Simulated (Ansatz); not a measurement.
**BHCl2 (SMILES [H]B(Cl)Cl) at CCSD(T)/STO-3G**

Aim: the vertical singlet–triplet gap of BHCl2 at CCSD(T)/STO-3G, from 2 runs. 

Program for the calculation: Ansatz 0.2.0.

54 further runs of the same task are left out: 4 that didn't finish, 50 set aside as unsound or not needed.

### 1 Starting point

BHCl2 has 4 atoms, charge 0, and is taken as a singlet. As SMILES, `[H]B(Cl)Cl`. Geometry: relaxed at GFN2-xTB.

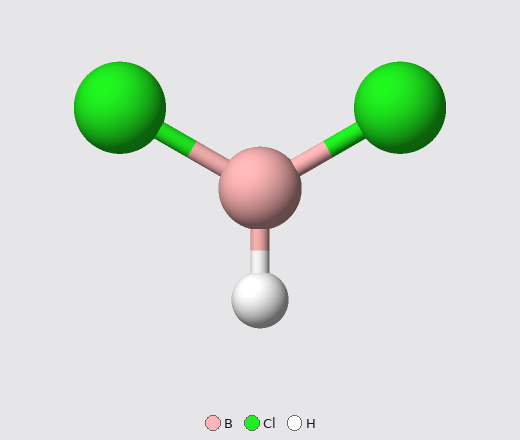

Viewed from a chosen angle; boron pink, chlorine green, hydrogen white.

### 2 The energy at CCSD(T)/STO-3G

job.yaml

```yaml
crystal:
  periodic: [false, false, false]
  atoms:
    - {symbol: B, position_ang: [-0.067270, -0.112350, 0.001160]}
    - {symbol: Cl, position_ang: [1.633390, -0.145760, 0.012580]}
    - {symbol: Cl, position_ang: [-0.893540, 1.375320, -0.017490]}
    - {symbol: H, position_ang: [-0.672580, -1.117210, 0.003750]}
basis:
  gaussian:
    orbitals: STO-3G
accuracy: high
correlation:
  method: ccsd_t
  frozen_orbitals: {B: 1, Cl: 5, H: 0}
scf:
  omitted_lower_state_checks: [cluster_reference, increment]
```

Run with:

```bash
$ ansatz run job.yaml --threads 1 --pin off --max-ram 2610MiB --events-out events.jsonl --progress --plain --runs-dir runs
```

Output, shortened:

```text
Warning: RAYON_NUM_THREADS=1 ignored (pool sized by the plan → 1); use --threads N
Functional definition: HF
  name "HF"
[...]
426 factors; integrals over basis functions are off by at most 1.3e-8 eV
[...]
mean field -25420.27752810 eV, -934.1779686746 hartree, gradient 2.7e-8 eV, S^2 0.000000; 0 other end points of the search recorded, 0 dependent functions left out
11 core orbitals not correlated: weight in the atoms' cores, before any rotation towards them, 1.000 or more for the frozen orbitals, at most 0.000 for the correlated occupied ones
reference -25420.27752810 eV, -934.1779686746 hartree; 9, 9 occupied and 4, 4 virtual orbitals, 426 factors
second order -1.43363611 eV of doubles, -0.00000000 eV of singles
cycle   1  -1.62861834 eV  change   -1.9e-1 eV  update   6.0e-2
[...]
cycle  16  -1.77872810 eV  change  -6.6e-10 eV  update   2.1e-9
perturbative correction -0.06356408 eV, -0.0023359368 hartree
Total energy: -25422.11982028 eV, -934.2456716635 hartree
Checks for a lower state left out: cluster_reference, increment
```

Run time: 0.3 s. Hardware: 1 thread of Arm Neoverse N1, shared host.

### 3 The triplet at the same level

in.yaml

```yaml
crystal:
  periodic: [false, false, false]
  atoms:
    - {symbol: B, position_ang: [-0.067270, -0.112350, 0.001160]}
    - {symbol: Cl, position_ang: [1.633390, -0.145760, 0.012580]}
    - {symbol: Cl, position_ang: [-0.893540, 1.375320, -0.017490]}
    - {symbol: H, position_ang: [-0.672580, -1.117210, 0.003750]}
basis:
  gaussian: {orbitals: STO-3G}
magnetization: {spin_polarized: true, initial_magnetization: 2}
correlation: {method: ccsd_t, frozen_orbitals: {B: 1, Cl: 5, H: 0}}
accuracy: high
scf: {omitted_lower_state_checks: [cluster_reference, increment]}
```

Run with:

```bash
$ ansatz run in.yaml --threads 1 --pin off --max-ram 2610MiB --events-out events.jsonl --progress --plain --runs-dir runs
```

Output:

```text
Warning: RAYON_NUM_THREADS=1 ignored (pool sized by the plan → 1); use --threads N
[... 14 lines left out ...]
11 core orbitals not correlated: weight in the atoms' cores, before any rotation towards them, 1.000 or more for the frozen orbitals, at most 0.000 for the correlated occupied ones
[... 37 lines left out ...]
Total energy: -25415.22084021 eV, -933.9921388223 hartree
Checks for a lower state left out: cluster_reference, increment
```

Run time: 1.2 s. Hardware: 1 thread of Arm Neoverse N1, shared host.

### 4 Outcome

Level: CCSD(T)/STO-3G, 11 core orbitals frozen.

| quantity | value |
| --- | --- |
| singlet: total energy | -934.24567 Eh |
| singlet: correlation energy (11 core orbitals frozen) | -67.7 mEh |
| singlet: (T) correction | -2.34 mEh |
| singlet: T1 diagnostic | 0.013 |
| triplet: total energy | -933.99214 Eh |
| triplet: correlation energy (11 core orbitals frozen) | -64.3 mEh |
| triplet: (T) correction | -2.02 mEh |
| triplet: ⟨S²⟩ of the reference determinant | 2.005 |
| triplet: T1 diagnostic | 0.099 |
| vertical energy of the triplet above the singlet | 6.899 eV |

**Reading.** At this shape the triplet lies 6.90 eV (159 kcal/mol) above the singlet. In a minimal basis such a difference can be off by several eV, whatever the method. The triples (singlet) make up 3.5 % of the correlation energy. The T1 diagnostic (triplet) of 0.099 is above the customary mark for such species, so a single reference may not serve. The triples (triplet) make up 3.1 % of the correlation energy.
